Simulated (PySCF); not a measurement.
# MP2/STO-3G run of SnH2 (SMILES [H][Sn][H])

Aim: the vertical singlet–triplet gap of SnH2 at MP2/STO-3G, from 2 runs. 

Program for the calculation: PySCF 2.14.0.

10 further runs of the same task are left out: 1 that didn't finish, 9 set aside as unsound or not needed.

## 1. The structure to begin with

SnH2: 3 atoms, total charge 0, spin state singlet. As SMILES, `[H][Sn][H]`. Geometry: a GFN2-xTB relaxation, a rough one for these elements and not checked as a minimum.

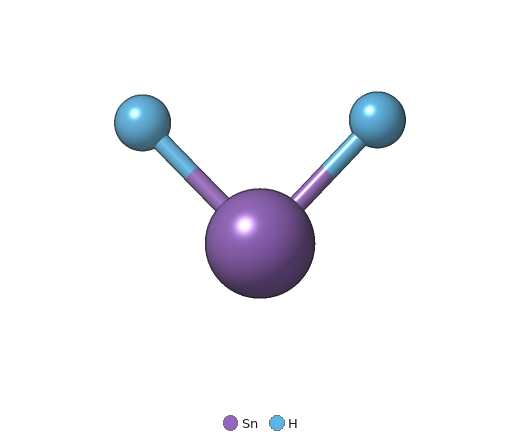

Viewed from a chosen angle; tin purple, hydrogen blue.

## 2. The energy at MP2/STO-3G

input.py

```python
# SnH2
from pyscf import gto, scf, mp

system = gto.M(
    atom='Sn 0.005160 -0.008860 -0.870070; H 1.236480 -0.017770 0.442810; H -1.241640 0.026630 0.427260',
    spin=0,
    max_memory=1860,
    basis='sto-3g',
    verbose=3,
    charge=0,
)

calc0 = scf.RHF(system)
calc0.conv_tol = 1e-10
calc0.kernel()
if not calc0.converged:
    calc0 = calc0.newton().run(calc0.mo_coeff, calc0.mo_occ)

pt = mp.MP2(calc0, frozen=18).run()
energy = pt.e_tot
print('E = %.10f Eh' % energy)
```

Started as:

```sh
$ OMP_NUM_THREADS=1 python input.py
```

Log:

```text
converged SCF energy = -5964.37265710648
E(RMP2) = -5964.40577843465  E_corr = -0.0331213281699881
E(SCS-RMP2) = -5964.41233333373  E_corr = -0.0396762272428609
E = -5964.4057784347 Eh
```

Wall time 0.44 s (1 thread of AMD EPYC 9R45 (Zen 5), shared host); peak memory 0.12 GiB.

## 3. The triplet

run.py

```python
from pyscf import gto, mp

mol = gto.M(
    atom='''
Sn       0.005160      -0.008860      -0.870070
H        1.236480      -0.017770       0.442810
H       -1.241640       0.026630       0.427260
''',
    max_memory=1860,
    basis='sto-3g',
    spin=2,
    verbose=3,
)

myscf = mol.UHF()
myscf.conv_tol = 1e-10
myscf.kernel()
if not myscf.converged:
    myscf = myscf.newton().run(myscf.mo_coeff, myscf.mo_occ)

pt = mp.MP2(myscf, frozen=18).run()
e_tot = pt.e_tot
print('Final energy', e_tot)
```

Started as:

```sh
$ OMP_NUM_THREADS=1 python run.py
```

Log:

```text
WARN: HOMO -0.319400872855544 >= LUMO -0.472228718144218

converged SCF energy = -5964.34723999447  <S^2> = 2.0148083  2S+1 = 3.009856
E(UMP2) = -5964.37269674136  E_corr = -0.0254567468865446
E(SCS-UMP2) = -5964.37763189861  E_corr = -0.0303919041414374
Final energy -5964.372696741359
```

It took 0.46 s on 1 thread of AMD EPYC 9R45 (Zen 5), shared host; peak memory 0.12 GiB.

## 4. What came out

Level: MP2/STO-3G, 18 core orbitals frozen.

```
                                                           quantity           value
                                              singlet: total energy  -5964.40578 Eh
                      singlet: dipole moment (Hartree–Fock density)          0.08 D
                       singlet: HOMO energy (Hartree–Fock orbitals)        -5.11 eV
                       singlet: LUMO energy (Hartree–Fock orbitals)         4.51 eV
                     singlet: HOMO–LUMO gap (Hartree–Fock orbitals)         9.62 eV
              singlet: correlation energy (18 core orbitals frozen)       -33.1 mEh
                                              triplet: total energy  -5964.37270 Eh
                      triplet: dipole moment (Hartree–Fock density)          2.44 D
triplet: HOMO energy (Hartree–Fock orbitals) (highest over α and β)        -4.45 eV
 triplet: LUMO energy (Hartree–Fock orbitals) (lowest over α and β)         3.87 eV
              triplet: correlation energy (18 core orbitals frozen)       -25.5 mEh
                         triplet: ⟨S²⟩ of the reference determinant           2.015
                   vertical energy of the triplet above the singlet        0.900 eV
```

At this shape the triplet lies 0.90 eV (86.9 kJ/mol) above the singlet. In a minimal basis such a difference can be off by several eV, whatever the method. Relativity is left out (singlet) although the molecule holds a heavy atom. Mulliken charges (triplet) of the mean-field density run from -0.17 on H2 to +0.35 on Sn1. Relativity is left out (triplet) although the molecule holds a heavy atom.
